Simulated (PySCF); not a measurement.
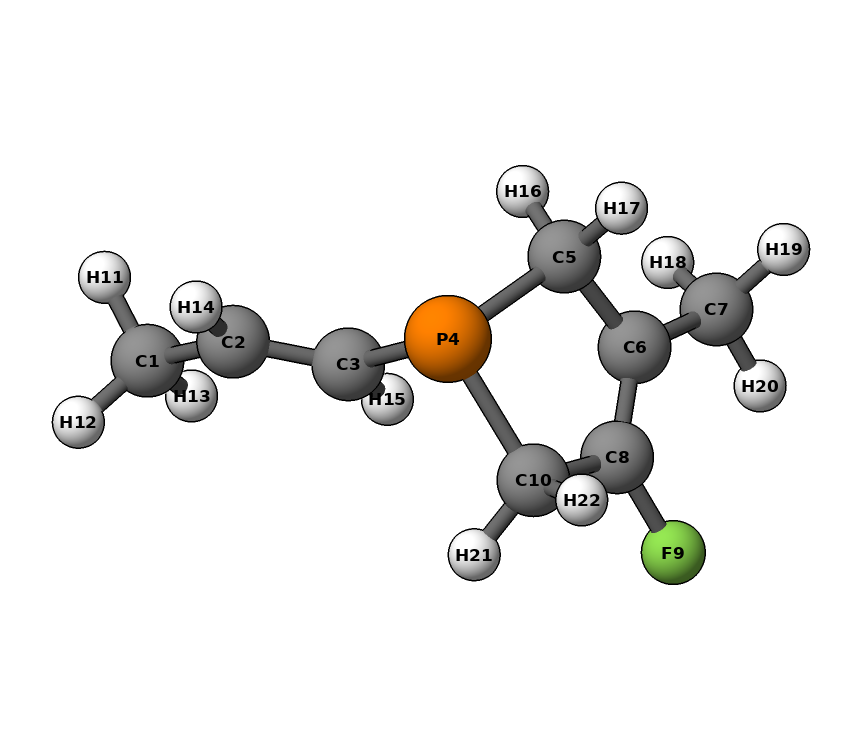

The computed structure is the end point of a GFN2-xTB optimisation. No frequency run is at hand to confirm it as a minimum. Method: GIAO PBE0/pcSseg-1 NMR shielding, non-relativistic, gas phase (PySCF 2.14.0). Principal shieldings σ11 ≤ σ22 ≤ σ33, span Ω = σ33 − σ11, skew κ = 3(σiso − σ22)/Ω.

Give the shielding tensors of the P atoms.

```json
{"atom": "P4", "σ11": "342.1", "σ22": "372.8", "σ33": "385.9", "σiso": "366.9", "Ω": "43.8", "κ": "−0.40"}
```

Shieldings and span in ppm.

The geometry is semi-empirical. Around P such bond lengths and angles can be off by a tenth of an ångström or more and by several degrees, and values that hang on the shape move with them.
